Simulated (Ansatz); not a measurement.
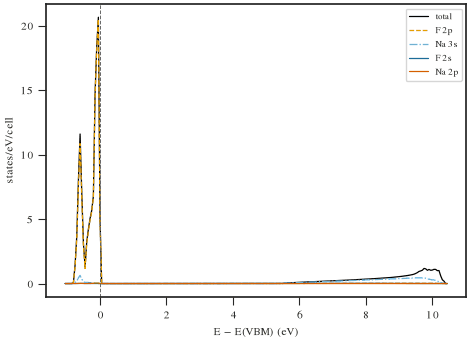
Figure. Total and projected density of states of NaF (zinc blende, space group No. 216), PBE in the plane-wave PAW code Ansatz

Task: Which orbitals carry the states next to the gap?

Result: Top 1 eV of the valence band: F 2p 97 %. Bottom 1 eV of the conduction band: Na 3s 82 %, F 2s 11 %. Projections are on Löwdin-orthogonalised atomic valence shells; empty p or d shells of many metals are not among them.

Space group F-43m (zinc blende). The start of the workflow was typed in or built on a structure type; neither database checked (COD, Materials Project) lists it. It is not the phase usual at ambient conditions (space group No. 225). The PBE relaxation kept the symmetry of its start; its stability against distortions is not shown here.

Potentials: the later of the program's two PAW sets.
